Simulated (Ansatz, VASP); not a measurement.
**C (Diamond): VASP beside Ansatz**

Aim: how closely do two programs agree when they are given the same cell, functional and k mesh? The cell is taken from a series of VASP runs on this material, whose earlier steps may have relaxed, scaled or displaced it; both programs get it as it stands. Other levels of theory on this material are compared in a session of their own. Valence electrons are named where the data sets of a main pair hold unlike numbers.

Program: Ansatz 0.2.0. Level of theory: plane waves, with VASP 6.6.1 beside it; band structure at PBE and dielectric response at LDA. Results are calculated unless marked as measured.

### 1. The starting structure

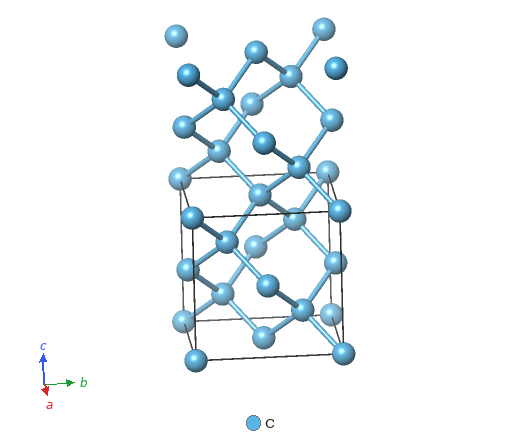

The cell as given, slightly off an axis (carbon blue). 1×1×2 cells are drawn. This picture shows the conventional cell, with its axes. Bonds to atoms that aren't drawn are left out. Some periodic images of atoms are drawn too.

As a file:

```
C
1.0
     0.00000    1.78337    1.78337
     1.78337    0.00000    1.78337
     1.78337    1.78337    0.00000
C
2
Direct
  0.75000 0.75000 0.75000
  0.50000 0.50000 0.50000
```

### 2. VASP: band structure, PBE

Levels along a path test the potential and the projectors away from the mesh points.

Lines of VASP's logs that name or quote its potential files are left out, and so is its time.

Contents of INCAR:

```
SYSTEM = C
PREC = Accurate
ENCUT = 460
EDIFF = 1E-06
NELM = 100
ISMEAR = 0
SIGMA = 0.03
LREAL = .FALSE.
ALGO = Normal
GGA = PE
NBANDS = 16
LORBIT = 11
LWAVE = .FALSE.
LCHARG = .FALSE.
KPAR = 4
LASPH = .TRUE.
```

Contents of POSCAR:

```
C
1.0
    0.0000000000      1.7833700000      1.7833700000
    1.7833700000      0.0000000000      1.7833700000
    1.7833700000      1.7833700000      0.0000000000
C
2
Direct
    0.7500000000      0.7500000000      0.7500000000
    0.5000000000      0.5000000000      0.5000000000
```

Contents of KPOINTS:

```
Automatic mesh
0
Gamma
10 10 10
0 0 0
```

Contents of KPOINTS_OPT:

```
Line mode
10
Line-mode
Reciprocal
  0.00000000   0.00000000   0.00000000 GAMMA
  0.50000000   0.00000000   0.50000000 X

  0.50000000   0.00000000   0.50000000 X
  0.50000000   0.25000000   0.75000000 W

  0.50000000   0.25000000   0.75000000 W
  0.37500000   0.37500000   0.75000000 K

  0.37500000   0.37500000   0.75000000 K
  0.00000000   0.00000000   0.00000000 GAMMA

  0.00000000   0.00000000   0.00000000 GAMMA
  0.50000000   0.50000000   0.50000000 L

  0.50000000   0.50000000   0.50000000 L
  0.62500000   0.25000000   0.62500000 U

  0.62500000   0.25000000   0.62500000 U
  0.50000000   0.25000000   0.75000000 W

  0.50000000   0.25000000   0.75000000 W
  0.50000000   0.50000000   0.50000000 L

  0.50000000   0.50000000   0.50000000 L
  0.37500000   0.37500000   0.75000000 K

  0.62500000   0.25000000   0.62500000 U
  0.50000000   0.00000000   0.50000000 X
```

Potentials, in the order of the species: C (PBE family, release 64).

On the command line:

```bash
$ mpirun -np 4 vasp_std
```

Numbers of over 12 decimals in the logs are rounded to 6 here.

Log:

```text
[banner, memory and clock lines left out]
running    4 mpi-ranks, on    1 nodes
 distrk:  each k-point on    1 cores,    4 groups
 distr:  one band on    1 cores,    1 groups

 POSCAR found type information on POSCAR C
 POSCAR found :  1 types and       2 ions
 LDA part: xc-table for (Slater+PW92), standard interpolation
 POSCAR, INCAR and KPOINTS ok, starting setup
 FFT: planning ... GRIDC
 FFT: planning ... GRID_SOFT
 FFT: planning ... GRID
 WAVECAR not read
 entering main loop
       N       E                     dE             d eps       ncg     rms          rms(c)
DAV:   1     0.350908005549E+01    0.35091E+01   -0.40521E+03  1560   0.435E+02
DAV:   2    -0.185390718212E+02   -0.22048E+02   -0.21384E+02  2016   0.109E+02
DAV:   3    -0.188256498767E+02   -0.28658E+00   -0.28648E+00  1656   0.936E+00
DAV:   4    -0.188258444305E+02   -0.19455E-03   -0.19455E-03  1984   0.313E-01
DAV:   5    -0.188258445817E+02   -0.15118E-06   -0.15116E-06  1704   0.726E-03    0.559E+00
DAV:   6    -0.183473521661E+02    0.47849E+00   -0.16894E-01  1624   0.241E+00    0.335E+00
DAV:   7    -0.181861655520E+02    0.16119E+00   -0.22238E-01  1688   0.276E+00    0.788E-01
DAV:   8    -0.181880534384E+02   -0.18879E-02   -0.86726E-03  1672   0.535E-01    0.667E-02
DAV:   9    -0.181880698407E+02   -0.16402E-04   -0.30411E-05  1960   0.333E-02    0.240E-02
DAV:  10    -0.181880951265E+02   -0.25286E-04   -0.16717E-05  1704   0.258E-02    0.406E-03
DAV:  11    -0.181880949866E+02    0.13995E-06   -0.13801E-07  1472   0.251E-03
   1 F= -.18188095E+02 E0= -.18188095E+02  d E =-.673579E-47
 Start KPOINTS_OPT (optional k-point list driver)
k-point batch [1-47\100]
       N       E                     dE             ncg
DAV:   1     0.140668528823E+04   -0.12827E+05     1568
DAV:   2     0.461425590089E+03   -0.94526E+03     1984
DAV:   3     0.447862495565E+03   -0.13563E+02     1688
DAV:   4     0.447853152608E+03   -0.93430E-02     2000
DAV:   5     0.447853145466E+03   -0.71422E-05     1680
DAV:   6     0.447853145458E+03   -0.81045E-08     1600
[...]
k-point batch [95-100\100]
       N       E                     dE             ncg
DAV:   1     0.171349821051E+05   -0.24498E+04      200
DAV:   2     0.170035436414E+05   -0.13144E+03      248
DAV:   3     0.170020098462E+05   -0.15338E+01      240
DAV:   4     0.170020090082E+05   -0.83795E-03      256
DAV:   5     0.170020090078E+05   -0.46599E-06      224
```

OUTCAR, selected parts (step 2):

```text
ion  position               nearest neighbor table
   1  0.750  0.750  0.750-   2 1.54   2 1.54   2 1.54   2 1.54
   2  0.500  0.500  0.500-   1 1.54   1 1.54   1 1.54   1 1.54

  LATTYP: Found a face centered cubic cell.
 ALAT       =     3.5667400000

 Subroutine GETGRP returns: Found 48 space group operations
 (whereof 24 operations were pure point group operations)

The static configuration has the point symmetry T_d .
 The point group associated with its full space group is O_h .

 Found     47 irreducible k-points:

   k-points           NKPTS =     47   k-points in BZ     NKDIM =     47   number of bands    NBANDS=     16

   dimension x,y,z NGX =    18 NGY =   18 NGZ =   18
   dimension x,y,z NGXF=    36 NGYF=   36 NGZF=   36

   ENCUT  =  460.0 eV  33.81 Ry    5.81 a.u.   4.41  4.41  4.41*2*pi/ulx,y,z

   NELECT =       8.0000    total number of electrons

 k-points in reciprocal lattice and weights: Automatic mesh
   0.00000000  0.00000000  0.00000000       0.001
   0.10000000  0.00000000  0.00000000       0.008
   0.20000000  0.00000000  0.00000000       0.008
   0.30000000  0.00000000  0.00000000       0.008
   0.40000000  0.00000000  0.00000000       0.008
   0.50000000  0.00000000  0.00000000       0.004
   0.10000000  0.10000000  0.00000000       0.006
   0.20000000  0.10000000  0.00000000       0.024
   0.30000000  0.10000000  0.00000000       0.024
[...]
-0.30000000  0.40000000  0.20000000       0.024
  -0.30000000  0.50000000  0.20000000       0.012

 average (electrostatic) potential at core
       1 -45.3846       2 -45.3846

 E-fermi :  10.0275

 k-point     1 :       0.0000    0.0000    0.0000
  band No.  band energies     occupation
      1     -11.7471      2.00000
      2       9.7294      2.00000
      3       9.7294      2.00000
      4       9.7294      2.00000
      5      15.3244      0.00000
      6      15.3244      0.00000
      7      15.3244      0.00000
      8      23.0610      0.00000
      9      29.0248      0.00000
    ...

 k-point     2 :       0.1000    0.0000    0.0000
  band No.  band energies     occupation
      1     -11.4703      2.00000
      2       8.0544      2.00000
      3       9.2832      2.00000
      4       9.2833      2.00000
      5      15.9100      0.00000
      6      15.9100      0.00000
      7      16.2654      0.00000
      8      23.2985      0.00000
      9      29.4712      0.00000
    ...

 k-point     3 :       0.2000    0.0000    0.0000
  band No.  band energies     occupation
      1     -10.6450      2.00000
      2       4.8490      2.00000
      3       8.4074      2.00000
      4       8.4074      2.00000
      5      17.0385      0.00000
      6      17.0385      0.00000
      7      17.4728      0.00000
      8      23.9601      0.00000
      9      30.2375      0.00000
    ...

  Total        0.1439394      0.1439394      0.1439394     -0.0000000     -0.0000000     -0.0000000
  in kB       20.3299369     20.3299369     20.3299369     -0.0000000     -0.0000000     -0.0000000
  external PRESSURE =      20.3299369 kB  Pullay stress =       0.0000000 kB

  energy-cutoff  :      460.00
  volume of cell :       11.34
      direct lattice vectors                 reciprocal lattice vectors
     0.000000000  1.783370000  1.783370000    -0.280368067  0.280368067  0.280368067
     1.783370000  0.000000000  1.783370000     0.280368067 -0.280368067  0.280368067
     1.783370000  1.783370000  0.000000000     0.280368067  0.280368067 -0.280368067

 POSITION                                       TOTAL-FORCE (eV/Angst)
 -----------------------------------------------------------------------------------
      2.67505      2.67505      2.67505        -0.000000     -0.000000      0.000000
      1.78337      1.78337      1.78337         0.000000      0.000000     -0.000000
 -----------------------------------------------------------------------------------
    total drift:                                0.000000     -0.000000      0.000000

  FREE ENERGIE OF THE ION-ELECTRON SYSTEM (eV)
  ---------------------------------------------------
  free  energy   TOTEN  =       -18.1880949866 eV

  energy  without entropy=      -18.1880949866  energy(sigma->0) =      -18.18809499

 total charge
# of ion       s       p       d       tot
------------------------------------------
    1        0.831   1.748   0.000   2.579
    2        0.831   1.748   0.000   2.579
--------------------------------------------------
tot          1.662   3.497   0.000   5.158

[... 3 further parts left out ...]
```

The run ends at a pressure of 2.03 GPa.

### 3. Ansatz: band structure, PBE

Ansatz runs on its default PAW (the set named soft_2) files.

The same cell, functional, mesh and smearing now go to Ansatz, which takes its cutoff from its data sets.

Contents of input.yaml:

```yaml
crystal:
  lattice:
    - [0.0, 1.78337, 1.78337]
    - [1.78337, 0.0, 1.78337]
    - [1.78337, 1.78337, 0.0]
  atoms:
    - { symbol: C, position: [0.75, 0.75, 0.75] }
    - { symbol: C, position: [0.5, 0.5, 0.5] }
hamiltonian:
  xc: pbe
  pseudopotentials: { kind: paw }
kpoints:
  mp_grid: { grid: [10, 10, 10] }
  band_path:
    path:
      - [0.0, 0.0, 0.0]
      - [0.16667, 0.0, 0.16667]
      - [0.33333, 0.0, 0.33333]
      - [0.38889, 0.0, 0.38889]
      - [0.5, 0.0, 0.5]
      - [0.5, 0.08333, 0.58333]
      - [0.5, 0.19444, 0.69444]
      - [0.5, 0.25, 0.75]
      - [0.45833, 0.29167, 0.75]
      - [0.40278, 0.34722, 0.75]
      - [0.375, 0.375, 0.75]
      - [0.20833, 0.20833, 0.41667]
      - [0.08333, 0.08333, 0.16667]
      - [0.0, 0.0, 0.0]
      - [0.22222, 0.22222, 0.22222]
      - [0.38889, 0.38889, 0.38889]
      - [0.51389, 0.47222, 0.51389]
      - [0.55556, 0.38889, 0.55556]
      - [0.61111, 0.27778, 0.61111]
      - [0.61111, 0.25, 0.63889]
      - [0.56944, 0.25, 0.68056]
      - [0.51389, 0.25, 0.73611]
      - [0.5, 0.27778, 0.72222]
      - [0.5, 0.38889, 0.61111]
      - [0.5, 0.47222, 0.52778]
      - [0.48611, 0.48611, 0.52778]
      - [0.43056, 0.43056, 0.63889]
      - [0.38889, 0.38889, 0.72222]
      - [0.59722, 0.19444, 0.59722]
      - [0.55556, 0.11111, 0.55556]
      - [0.5, 0.0, 0.5]
    npoints: 1
scf:
  occupations: { method: gaussian, width: 0.03 }
  n_extra_bands: 7
output:
  forces: true
  stress: true
  eigenvalues: true
  write_density: true
  write_potential: true
  elf: true
  volumetric_format: npy
```

On the command line:

```bash
$ ansatz run input.yaml --threads 2 --pin off --max-ram 4608MiB --backend cpu --events-out ev --progress --plain --runs-dir out
```

Log:

```text
scf.n_extra_bands = 7 over 4 filled bands (N_el = 8.0): the run solves 11 bands
Engine: ansatz 0.2.0, aarch64-unknown-linux-gnu
Pseudopotentials: kind: paw
Pseudopotential: C, paw, valence charge 4, recommended cutoff 420 eV (normal), C.paw.azcp
Functional definition: PBE
  parameter kappa = 0.804
  parameter beta = 0.066725
  exchange = pbe_x(kappa = kappa, mu = beta*pi^2/3)
  correlation = pbe_c(beta = beta)
Crystal: 2 atoms, lattice volume = 11.344 Å³
Basis set: ecut = 420 eV, 229 PW (Γ), exchange–correlation on 36×36×36 points (8 copies of the dense FFT grid, shifted against one another)
Bands: 11, of which v1, the nominal top of the filled ones, is band 4 counted from 1 (3 counted from 0)
Symmetry: 48 space group operations
Space group: Fd-3m (ITA 227), of the structure as read, at distance tolerance 2.2e-5 Å
k-points: 47 of 1000
Non-local potential: C, projectors of the file, l = 0: 2, l = 1: 2, l = 2: 1
PAW form: soft (Blöchl's): semilocal exchange-correlation on the pseudo side does not see the compensation charge
PAW one-centre angular grid: C, 110 points (default); XC on 64 Gauss nodes
Initial density: superposition of atomic densities (neutral atoms: chi_scale 0, normalization atom), corrected by the library's trained network
Initial wavefunctions: pseudopotential atomic-orbital guess
Functional: x = pbe(κ = 0.804, μ = 0.219515), c = pbe(β = 0.066725)
SCF iter   1: F=—  HF=-501.615217 eV  |F-HF|=—  |Δ(HF+E_count)|=         —  Δρ=1.71e-3  dr2=7.61e-5  ethr=1.77e-3  ⟨swp⟩=5.3  Hψ=2895  notcnv=0  defer=6
preconditioner: auto → none  [insulator: Δε(μ)=4.187 eV  Ē_g=24.992 eV  σ=0.030 eV  W_gap=1.00  n_scr=0 (ndim 8)  ℏωp=31.2 eV  f_vac=0.000  D(μ)=0.00/eV (n_scr^D=0)  ε∞_Penn≈2.6]
SCF iter   2: F=—  HF=-501.615278 eV  |F-HF|=—  |Δ(HF+E_count)|=   6.08e-5  Δρ=9.51e-4  dr2=3.25e-5  ethr=9.51e-7  ⟨swp⟩=2.0  Hψ=1064  notcnv=0  defer=48
SCF iter   3: F=—  HF=-501.615329 eV  |F-HF|=—  |Δ(HF+E_count)|=   5.07e-5  Δρ=2.88e-4  dr2=6.71e-6  ethr=4.07e-7  ⟨swp⟩=2.0  Hψ=592  notcnv=0  defer=48
SCF iter   4: F=—  HF=-501.615326 eV  |F-HF|=—  |Δ(HF+E_count)|=   2.06e-6  Δρ=1.04e-4  dr2=8.93e-7  ethr=8.39e-8  ⟨swp⟩=1.6  Hψ=496  notcnv=0  defer=48
iter 5 did not close the SCF: its close was put off for the readings that it lacked (scf_convergence_deferred on its scf_iter line)
SCF iter   5: F=-501.615326 eV  HF=-501.615326 eV  |F-HF|=1.88e-10  |Δ(HF+E_count)|=   3.18e-7  Δρ=3.69e-6  dr2=1.34e-9  ethr=1.12e-8  ⟨swp⟩=2.0  Hψ=592  notcnv=0  defer=48
SCF iter   6: F=-501.615326 eV  HF=-501.615326 eV  |F-HF|=9.62e-11  |Δ(HF+E_count)|=  3.72e-10  Δρ=1.76e-6  dr2=2.97e-10  ethr=1.68e-11  ⟨swp⟩=6.6  Hψ=2512  notcnv=0
SCF 1 converged in 6 iterations: F = -501.615326 eV  dr2 = 2.97e-10
  greatest PAW one-centre occupation: 0.644 electrons in one spin orbital (limit 2), on the C atom at site 1 (counted from 0), in its partial waves of l = 0
NSCF: frozen V_eff on 31 k-points
SCF converged after 6 iterations
Free energy (F): -501.615326 eV
Harris-Foulkes:  -501.615326 eV  (|F-HF|=9.62e-11)
Internal energy: -501.615326 eV  (E = F + TS)
E sigma→0 (E₀):  -501.615326 eV
Fermi energy:    15.405415 eV
--- Per-component energies (eV) ---
  E_band       = 34.707014
  E_kinetic    = 184.537252
  E_local      = -122.400048  (includes V_loc(G=0)·N_el)
  E_nonlocal   = 53.315088
  E_hartree    = 26.768641
  E_xc         = -97.431618
  E_vxc        = -120.957405  (∫ρ·V_xc dr)
  E_paw        = -198.443295  (= ΣΔE_a)
  E_vpaw       = -13.325330  (= ΣTr[D̂ρ^β])
  E_aug_tail   = 0.000018  (compensation charges beyond the density's cutoff)
  E_ewald      = -347.961363
  E_smearing   = -0.000000  (= −TS)
  E_closure    = 0.000000  (closes the sum)
  Σ components = -501.615326   (vs F -501.615326, Δ=0.00e0)
--- Forces (eV/Å), atoms counted from 1 ---
  atom   1  C     -0.00000000    -0.00000000    -0.00000000
  atom   2  C     -0.00000000    -0.00000000    -0.00000000
  max |Σ_I F_I| component: 1.85e-16 eV/Å
--- Stress (GPa, compression-positive) ---
        1.764975       0.000000       0.000000
       -0.000000       1.764975      -0.000000
       -0.000000       0.000000       1.764975
  P = ⅓ Tr σ = 1.7650 GPa (17.650 kbar)
--- Band table (eV; the first three rows and the last of 47) ---
  k-point 0: bands = [-8.1626, 13.3165, 13.3165, 13.3165, 18.9104, 18.9104, 18.9104, 26.5945, ... 3 higher]
  k-point 1: bands = [-7.8859, 11.6392, 12.8695, 12.8695, 19.4968, 19.4968, 19.8533, 26.8340, ... 3 higher]
  k-point 2: bands = [-7.0608, 8.4336, 11.9903, 11.9903, 20.6264, 20.6264, 21.0534, 27.5001, ... 3 higher]
  k-point 46: bands = [1.2391, 1.2391, 5.1889, 5.1889, 22.6935, 22.6935, 26.7978, 26.7978, ... 3 higher]
```

The job ended after 0.91 s (2 threads of Arm Neoverse N1, shared host; peak memory 0.24 GiB).

### 4. Differences

Known differences besides the potentials themselves: the cutoff is 420 eV in Ansatz and 460 eV in VASP. Total energies have different zeros and are not compared.

The two programs side by side:

```tsv
quantity	Ansatz	VASP	difference
pressure (GPa)	1.76	2.03	-0.27
pressure without Ansatz's Pulay correction (GPa)	0.73	2.03	-1.31
gap over the path points (eV)	4.156	4.149	+0.007
```

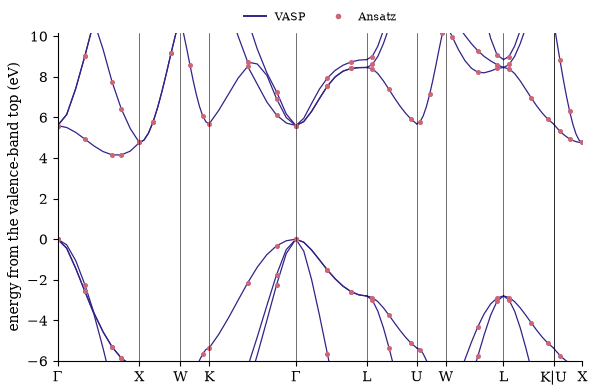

Bands from VASP (lines) and levels from Ansatz (dots). Dots without a line are higher empty bands that the VASP plot leaves out.

Levels at points of the path, from each program's valence-band top (eV; 3 filled, then empty):

```tsv
k (reciprocal lattice)	Ansatz	VASP
0.000 0.000 0.000	0.00 0.00 0.00 5.59 5.59 5.59	0.00 0.00 0.00 5.59 5.59 5.59
0.167 0.000 0.167	-2.57 -2.57 -2.24 4.93 9.03 9.03	-2.57 -2.57 -2.24 4.93 9.03 9.03
0.333 0.000 0.333	-7.18 -5.32 -5.32 4.16 7.74 14.04	-7.18 -5.31 -5.31 4.15 7.74 14.06
0.389 0.000 0.389	-9.06 -5.86 -5.86 4.16 6.44 15.43	-9.06 -5.86 -5.86 4.15 6.43 15.46
0.500 0.000 0.500	-12.77 -6.31 -6.31 4.77 4.77 16.80	-12.76 -6.30 -6.30 4.76 4.76 16.83
0.500 0.083 0.583	-12.61 -6.82 -6.82 5.77 5.77 16.27	-12.60 -6.82 -6.82 5.77 5.77 16.30
0.500 0.194 0.694	-12.10 -8.08 -8.08 9.19 9.19 13.66	-12.09 -8.08 -8.08 9.19 9.19 13.68
0.500 0.250 0.750	-11.98 -8.33 -8.33 10.62 10.62 12.30	-11.97 -8.32 -8.32 10.63 10.63 12.32
0.458 0.292 0.750	-11.66 -8.87 -7.27 8.60 10.85 12.95	-11.66 -8.86 -7.27 8.60 10.86 12.97
0.403 0.347 0.750	-11.72 -9.27 -5.65 6.08 10.76 14.13	-11.71 -9.27 -5.65 6.07 10.77 14.15
```

Among the levels compared at these points, filled levels agree within 9 meV and empty ones within 31 meV. Ansatz's pressure holds a Pulay correction of 1.04 GPa; VASP's holds none.

(Continued in part 2 of 2.)

[Lines on the potential files, build, host, timing and source positions are cut from VASP's logs without a mark.]

[Logs are printed without paths, hosts, clocks, repeated set-up lines and the standing remarks that a program may print on its own settings, such as how far it seeks lower states.]

[Hosts, paths, dates, database ids (printed as entryN), source tags and the programs' standing remarks are cut or masked in the printed files.]
